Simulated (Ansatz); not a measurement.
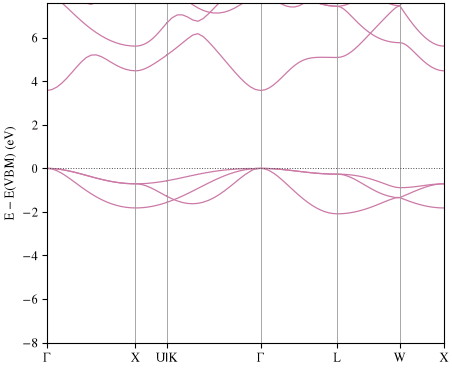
Fig. 1. Band structure from PBE (plane waves, PAW; program Ansatz)

Problem. Read off the gap and where the band edges lie.

Solution. About 3.6 eV (3.58 eV by a search for the band edges); maximum at Γ, minimum at Γ.

Problem. Pick the material that matches.
(A) NaI, rock salt
(B) BaTe, rock salt
(C) SrTe, rock salt
(D) RbBr, rock salt

Solution. A, NaI, rock salt

Space group Fm-3m (rock salt). Symmetry was held in the PBE relaxation. Scalar-relativistic: spin–orbit coupling is off unless named, which matters more the heavier the elements.

Potentials: the later of the program's two PAW sets.
